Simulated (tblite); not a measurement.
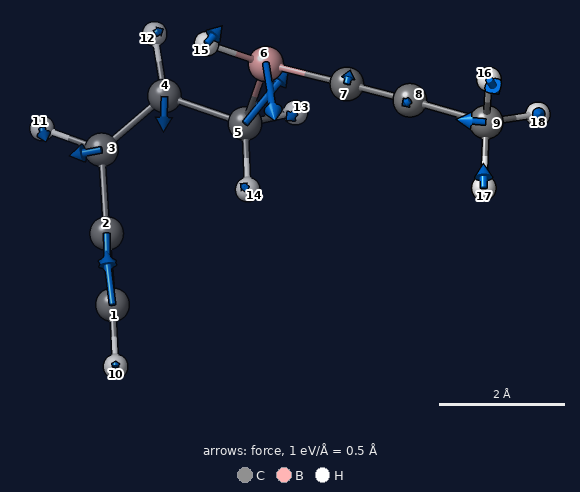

Starting geometry of C₈H₉B with the computed forces as blue arrows. The picture is a ball-and-stick view, seen at a tilt.

Method: tblite, GFN2-xTB geometry optimisation, gas phase. 

Q: What follows when this structure is relaxed?

A: It isn't relaxed: the largest force vector, on B6, is 2.67 eV/Å. The final displacements follow the starting forces only in part (cosine between the two patterns 0.40). The atom that moves furthest after the best rigid fit is H15 (0.30 Å). By element the largest moves are H 0.30 Å, B 0.23 Å, C 0.15 Å. Among the contacts that change: B6–C7 1.541 → 1.496 Å, C8–C9 1.473 → 1.444 Å, C9–H16 1.115 → 1.090 Å, B6–H15 1.194 → 1.173 Å. Among the angles between lasting bonds that change: C5–B6–H15 114.4° → 121.5°, C4–C5–B6 107.6° → 114.5°, C5–C4–H12 122.9° → 116.1°. Over 59 geometry steps the energy falls by 13.0 kcal/mol.
